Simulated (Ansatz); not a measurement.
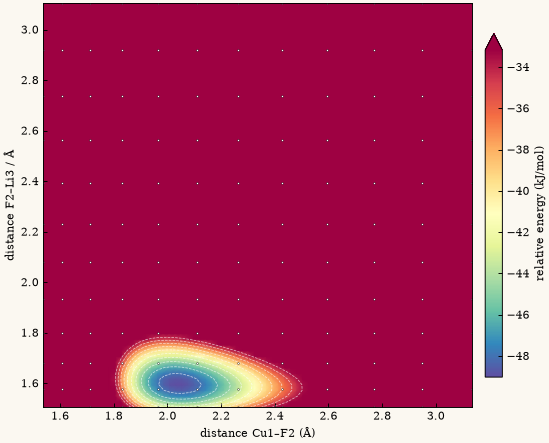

The system Cu + FLi, spin multiplicity 2. The first coordinate is: distance Cu1–F2; the second: distance F2–Li3. Nothing is relaxed (the angle Cu1–F2–Li3 is fixed at 180 degrees). The scan uses a 12 × 12 grid. All energies are given in kJ/mol relative to Cu far from the relaxed FLi (each part in its own basis). These are results of Ansatz, UKS PBE0-D4/def2-TZVPD, not measurements.

Drawn: a smooth colour map with a few white contour lines, dots at the grid points, one colour for all values above the top of the scale. Between grid points the surface is interpolated.

Where is the minimum, and how stiff is the well along each coordinate?

Answer. The interpolated minimum is at distance Cu1–F2 ≈ 2.040 Å, distance F2–Li3 ≈ 1.597 Å. The curvatures there are about 3.5 eV/Å² and 13 eV/Å², with a cross term of about 0.73 eV/Å². Round the minimum the two coordinates are weakly coupled (coupling 0.11 in units of the two stiffnesses). (1 eV is 96.5 kJ/mol.)
